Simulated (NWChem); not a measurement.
# One shape, several levels: C4H4O (SMILES c1ccoc1)

Aim: a comparison of 6 runs (r2SCAN/def2-SVP, BLYP/def2-SVP, M06-2X/def2-SVP, M06-L/def2-SVP, PBE/def2-SVP, revPBE/def2-SVP) of C4H4O. 

Program for the calculation: NWChem 7.3.0.

### 1 The molecule

The species is C4H4O (9 atoms), meant as a singlet with charge 0. SMILES: `c1ccoc1`. The C5–H9 distance was set to 1.616 Å, away from the relaxed value. At this shape a bond of the SMILES string is far longer than usual.

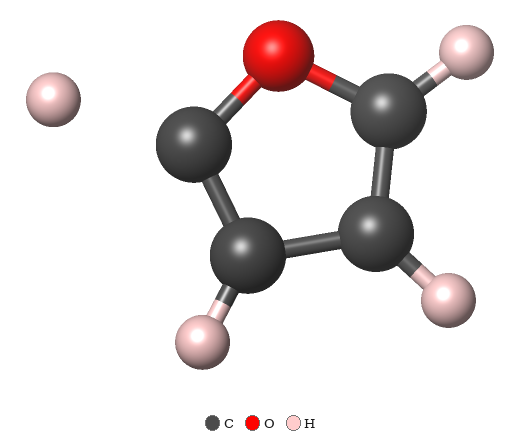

Viewed from a chosen angle; carbon dark grey, oxygen red, hydrogen pink.

### 2 The energy at r2SCAN/def2-SVP (run 1)

Contents of geom.nw:

```
start geom
title "C4H4O r2SCAN"
memory stack 880 mb heap 220 mb global 1100 mb

geometry units angstroms noautosym nocenter noautoz
C     0.643772    0.691933   -0.361717
C     1.180272   -0.534267   -0.857317
C     0.362172   -1.510267   -0.400317
O    -0.638328   -0.982867    0.338683
C    -0.454628    0.355633    0.353183
H     1.026272    1.687633   -0.518617
H     2.056972   -0.667767   -1.470517
H     0.356072   -2.582067   -0.508417
H    -1.542600    1.212000    1.186300
end

basis spherical bse
* library def2-SVP
end

dft
xc r2scan
grid fine
convergence energy 1e-08
iterations 100
mulliken
print low
end

task dft energy
```

Run with:

```console
$ nwchem geom.nw > geom.out
```

The log of the run:

```text
[...]
 d= 0,ls=0.0,diis     1   -229.5866235241 -3.89D+02  1.00D-02  4.37D-01     1.5
[...]
 d= 0,ls=0.0,diis    11   -229.6432892625 -2.52D-09  4.00D-07  1.81D-09    14.7
         Total DFT energy =     -229.643289262499
      One electron energy =     -626.758884462063
           Coulomb energy =      268.740539840636
    Exchange-Corr. energy =      -31.479747660259
 Nuclear repulsion energy =      159.854803019187
[...]
      Total Density - Mulliken Population Analysis
     ---------------------------------------------
    Atom       Charge   Shell Charges
 -----------   ------   -------------------------------------------------------
    1 C    6     6.10   1.99  0.91  0.35  2.10  0.72  0.03
    2 C    6     6.07   1.99  0.91  0.32  2.10  0.71  0.04
    3 C    6     5.89   1.99  0.91  0.26  2.05  0.61  0.06
    4 O    8     8.21   1.99  1.11  0.64  2.86  1.59  0.02
    5 C    6     5.95   1.99  0.93  0.27  1.92  0.78  0.06
    6 H    1     0.97   0.75  0.19  0.03
    7 H    1     0.97   0.75  0.19  0.03
    8 H    1     0.96   0.75  0.18  0.03
    9 H    1     0.90   0.55  0.33  0.01
[...]
```

It took 15 s on 1 thread of Intel Xeon 6975P-C (Granite Rapids), shared host; peak memory 0.11 GiB.

### 3 A single-point energy at BLYP/def2-SVP (run 2)

Contents of c4h4o.nw:

```
echo
START c4h4o
TITLE "C4H4O"
memory stack 880 mb heap 220 mb global 1100 mb
GEOMETRY units atomic noautosym nocenter noautoz
 C      1.21655277     1.30756387    -0.68354606
 C      2.23039083    -1.00961831    -1.62009433
 C      0.68440589    -2.85399101    -0.75648949
 O     -1.20626510    -1.85734945     0.64001811
 C     -0.85912241     0.67204897     0.66741914
 H      1.93937301     3.18916417    -0.98004409
 H      3.88711373    -1.26189675    -2.77887439
 H      0.67287856    -4.87939947    -0.96076889
 H     -2.91509152     2.29034806     2.24178210
END
BASIS spherical bse
 * library def2-SVP
END
DFT
 xc becke88 lyp
 grid fine
 convergence energy 1e-08
 iterations 100
 mulliken
END
TASK dft energy
```

Run with:

```console
$ nwchem c4h4o.nw > c4h4o.out
```

The log of the run:

```text
[...]
          Wavefunction type:  closed shell.
          No. of atoms     :     9
          No. of electrons :    36
[...]
          Charge           :     0
          Spin multiplicity:     1
[...]
          AO basis - number of functions:    90
[...]
              XC Information
              --------------
                    Becke 1988 Exchange Functional  1.000
              Lee-Yang-Parr Correlation Functional  1.000
[...]
 d= 0,ls=0.0,diis     1   -229.6250650218 -3.89D+02  1.29D-02  5.85D-01     1.3
[...]
 d= 0,ls=0.0,diis    11   -229.6991467396 -4.66D-09  6.04D-07  5.19D-09    11.8
         Total DFT energy =     -229.699146739626
      One electron energy =     -626.920316266313
           Coulomb energy =      268.924525637487
    Exchange-Corr. energy =      -31.558147541905
 Nuclear repulsion energy =      159.854791431105
[...]
      Total Density - Mulliken Population Analysis
     ---------------------------------------------
    Atom       Charge   Shell Charges
 -----------   ------   -------------------------------------------------------
    1 C    6     6.02   1.98  0.91  0.31  2.14  0.63  0.03
    2 C    6     5.98   1.98  0.91  0.28  2.14  0.62  0.03
    3 C    6     5.89   1.98  0.92  0.25  2.10  0.58  0.06
    4 O    8     8.14   1.99  1.12  0.60  2.89  1.52  0.02
    5 C    6     5.95   1.99  0.94  0.28  1.97  0.72  0.06
    6 H    1     1.03   0.76  0.25  0.02
    7 H    1     1.03   0.76  0.25  0.02
    8 H    1     1.02   0.76  0.24  0.02
    9 H    1     0.95   0.57  0.37  0.01
[...]
```

It took 13 s on 1 thread of Intel Xeon 6975P-C (Granite Rapids), shared host; peak memory 0.11 GiB.

Runs 3 to 5 aren't shown in full; the table further down has their settings and results.

### 4 A single-point energy at revPBE/def2-SVP (run 6)

Contents of m1.nw:

```
start m1
title "C4H4O"
memory stack 880 mb heap 220 mb global 1100 mb
geometry units angstrom noautosym nocenter noautoz
 C      0.643772     0.691933    -0.361717
 C      1.180272    -0.534267    -0.857317
 C      0.362172    -1.510267    -0.400317
 O     -0.638328    -0.982867     0.338683
 C     -0.454628     0.355633     0.353183
 H      1.026272     1.687633    -0.518617
 H      2.056972    -0.667767    -1.470517
 H      0.356072    -2.582067    -0.508417
 H     -1.542600     1.212000     1.186300
end
basis spherical bse
 * library def2-SVP
end
dft
 xc revpbe cpbe96
 grid fine
 convergence energy 1e-08
 iterations 100
 mulliken
 noprint "final vectors analysis"
end
task dft energy
```

Run with:

```console
$ nwchem m1.nw > m1.out
```

The log of the run:

```text
[...]
          Wavefunction type:  closed shell.
          No. of atoms     :     9
          No. of electrons :    36
[...]
          Charge           :     0
          Spin multiplicity:     1
[...]
          AO basis - number of functions:    90
[...]
              XC Information
              --------------
                        RevPBE Exchange Functional  1.000
            Perdew 1991 LDA Correlation Functional  1.000 local
           PerdewBurkeErnz. Correlation Functional  1.000 non-local
[...]
 d= 0,ls=0.0,diis     1   -229.6541532436 -3.90D+02  1.16D-02  5.06D-01     1.5
[...]
 d= 0,ls=0.0,diis    11   -229.7197678395 -5.19D-09  6.56D-07  5.32D-09    12.1
         Total DFT energy =     -229.719767839540
      One electron energy =     -626.831424236455
           Coulomb energy =      268.822396707976
    Exchange-Corr. energy =      -31.565543330248
 Nuclear repulsion energy =      159.854803019187
[...]
      Total Density - Mulliken Population Analysis
     ---------------------------------------------
    Atom       Charge   Shell Charges
 -----------   ------   -------------------------------------------------------
    1 C    6     6.06   1.99  0.91  0.33  2.12  0.68  0.03
    2 C    6     6.02   1.99  0.91  0.30  2.12  0.67  0.03
    3 C    6     5.88   1.99  0.92  0.25  2.08  0.59  0.06
    4 O    8     8.17   1.99  1.11  0.63  2.87  1.55  0.02
    5 C    6     5.94   1.99  0.94  0.26  1.95  0.75  0.06
    6 H    1     1.00   0.76  0.22  0.02
    7 H    1     1.00   0.76  0.22  0.02
    8 H    1     0.99   0.76  0.21  0.02
    9 H    1     0.92   0.57  0.34  0.01
[...]
```

Wall time 13 s (1 thread of Intel Xeon 6975P-C (Granite Rapids), shared host); peak memory 0.11 GiB.

### 5 The series

| run | level | energy (Eh) | wall time |
| --- | --- | --- | --- |
| 1 | r2SCAN/def2-SVP | -229.643289 | 15 s |
| 2 | BLYP/def2-SVP | -229.699147 | 13 s |
| 3 | M06-2X/def2-SVP | -229.672088 | 15 s |
| 4 | M06-L/def2-SVP | -229.742010 | 16 s |
| 5 | PBE/def2-SVP | -229.504913 | 13 s |
| 6 | revPBE/def2-SVP | -229.719768 | 13 s |

### 6 Outcome

| quantity | value |
| --- | --- |
| run 6: total energy | -229.71977 Eh |
| run 6: dipole moment | 0.60 D |

**Reading.** Over runs 2, 3, 4, 5, 6 the dipole moment (its size) runs from 0.58 D (PBE/def2-SVP) to 0.63 D (BLYP/def2-SVP). Over runs 2, 3, 4, 5 the HOMO–LUMO gap runs from 3.97 eV (BLYP/def2-SVP) to 8.40 eV (M06-2X/def2-SVP). Totals of different functionals can't be ranked against each other. All runs together took 85 s, the longest 16 s.
